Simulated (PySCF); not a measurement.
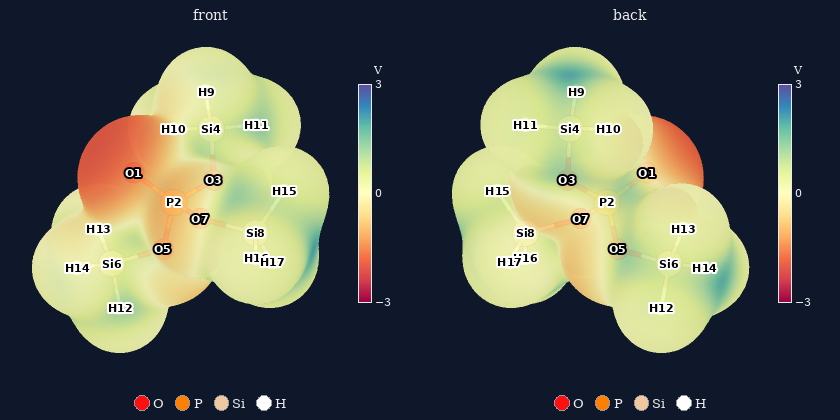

Figure. H9O4PSi3. The electrostatic potential painted on the density surface at 0.002 e/bohr³, seen from the front and from behind; the colour scale runs from red (negative) to blue (positive).

Geometry: PBE0-D3(BJ)/def2-SVP.

Theory: PBE0/pcSseg-1, SCF density, gas phase, non-relativistic (PySCF).

Input

```
{"job": {"kind": "nmr", "xc": "PBE0", "basis": "pcSseg-1"}, "charge": 0, "multiplicity": 1}
O     -0.071950    -1.979751     0.170987
P     -0.053765    -0.564684    -0.248132
O      0.895753     0.380730     0.635021
Si     1.739378    -0.080858     2.035535
O     -1.475441     0.162010    -0.177305
Si    -2.893707    -0.516223     0.464894
O      0.439483    -0.266648    -1.726597
Si     1.187409     1.081984    -2.420566
H      2.722251    -1.147148     1.707768
H      0.775026    -0.540161     3.071019
H      2.433574     1.156586     2.478180
H     -3.901117     0.573422     0.380886
H     -2.665815    -0.907690     1.882403
H     -3.314719    -1.685110    -0.351455
H      2.631955     1.081102    -2.061564
H      1.013207     0.927483    -3.887475
H      0.528952     2.324759    -1.933420
```

Run with:

```sh
OMP_NUM_THREADS=1 python cluster_run.py task.json out
```

**Which sites attract a positive test charge, and which a negative one?**

A positive charge is drawn to the negative regions and a negative charge to the positive ones. The most negative region (about −2.0 V) lies over O1, the most positive (about +1.9 V) over Si4, Si6 and Si8. O1 is the likeliest acceptor of a hydrogen bond.

**How polar is the molecule by this calculation?**

Its dipole moment is 2.59 D.
